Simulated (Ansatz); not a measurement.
AlB2-type TiB2, treated with PBE (plane waves, PAW; Ansatz, a program for electronic structure).

Numerical settings: plane-wave cutoff 520 eV, 24×24×18 k mesh (along the axes of the cell as run), Fermi–Dirac smearing 0.05 eV, no spin polarisation, scalar-relativistic PAW data made under PBE.

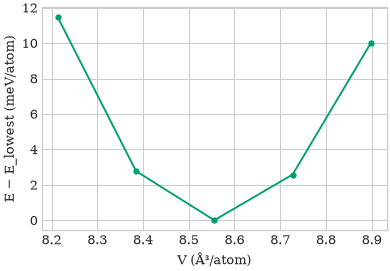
Total energy against volume

Problem. From the curve, estimate the equilibrium volume and the bulk modulus.

Solution. V0 ≈ 8.6 Å³/atom and B0 ≈ 250 GPa; the fit gives V0 = 8.556 Å³/atom, B0 = 250 GPa, B′ = 3.9.

Shape and atoms are relaxed at each volume.

Measured, for comparison: bulk modulus 240 GPa (room temperature, not corrected to a static lattice, sources range from 233 to 250; as tabulated in Synthesis of Binary Transition Metal Nitrides, Carbides and Borides from the …). Computed less measured: bulk modulus +4.2 % (+0.0 % to +7 % over the range). A static lattice is as a rule a little smaller and stiffer than an uncorrected measurement, which can account for part of this in the bulk modulus.

The computed numbers hold no vibrational or temperature effects.

The result took roughly 5 core-minutes.
